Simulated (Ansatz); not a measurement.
## Electronic structure of N2Si2 (SMILES N1=[Si]=N[Si]1) in real space

The calculation's input:

```
crystal:
  periodic: [false, false, false]
  atoms:
    - {symbol: "N", position_ang: [0.544352, -1.285815, -0.781422]}
    - {symbol: N, position_ang: [0.349398, -0.350772, 0.770378]}
    - {symbol: Si, position_ang: [0.323675, -2.102841, 0.752981]}
    - {symbol: Si, position_ang: [1.593218, 0.063014, -0.392511]}
basis:
  gaussian:
    orbitals: def2-TZVPD
hamiltonian:
  xc: {name: PBE0}
output: {forces: true, orbitals: {seedname: orbitals}}
```

Launched as:

```sh
ansatz run input.yaml --threads 2 --pin off --max-ram 4350MiB --events-out events.jsonl --progress --plain --runs-dir runs
```

Geometry: B3LYP-D4/def2-TZVP.

The calculation used Ansatz, isolated molecule in a Gaussian basis; Kohn-Sham density functional theory, functional PBE0.

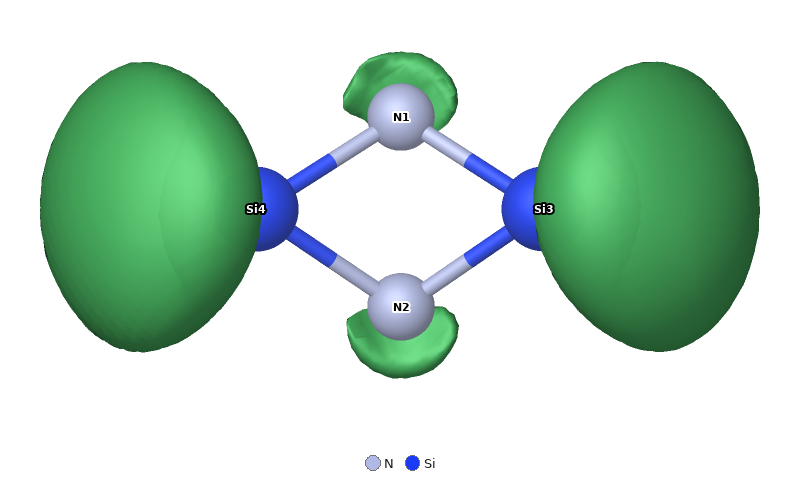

Figure 1. Isosurface of the electron localisation function at 0.9 (green), seen across its widest extent. Only the valence region is drawn (cores and ρ < 0.01 e/Å³ removed).

Where are the electrons localised?

At this value the surface marks out two lobes on N, pointing away from the bonds (lone pairs) and two lobes on Si, pointing away from the bonds (lone pairs). Along the contacts the grid gives the following. Si–N (1.75 Å): the ELF peaks at about 0.85 between the atoms: a polar covalent bond.

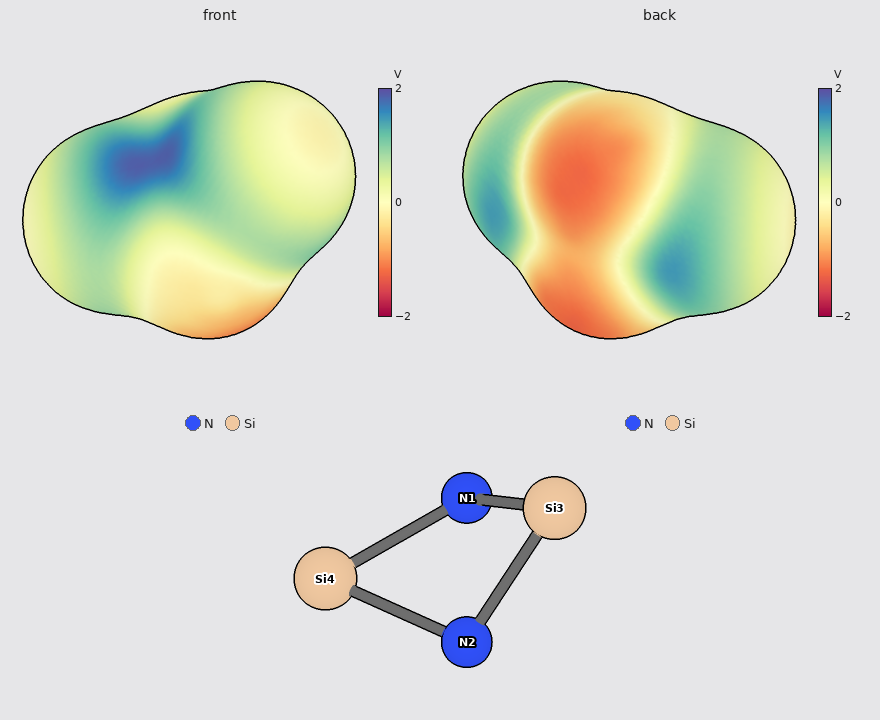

Figure 2. The electrostatic potential painted on the density surface at 0.002 e/bohr³, seen from the front and from behind; red is negative and blue positive. The bare structure is drawn below in the same view.

Describe the electrostatic potential map.

The most negative region (about −1.2 V) lies over N1 and N2, the most positive (about +1.9 V) over Si3 and Si4.

What dipole moment does the calculation give?

Its dipole moment is 1.13 D.

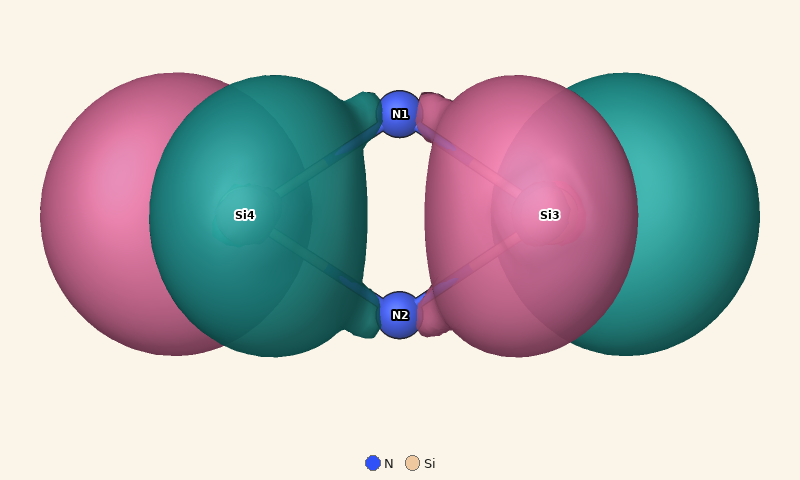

Figure 3. The LUMO at ±0.1 Å⁻³ᐟ² (teal and pink are the two phases), seen across its widest extent.

Describe this orbital and give its energy.

Its weight (Hirshfeld) is mainly on Si4 (about 45 %) and Si3 (about 45 %). Its energy is −2.11 eV.
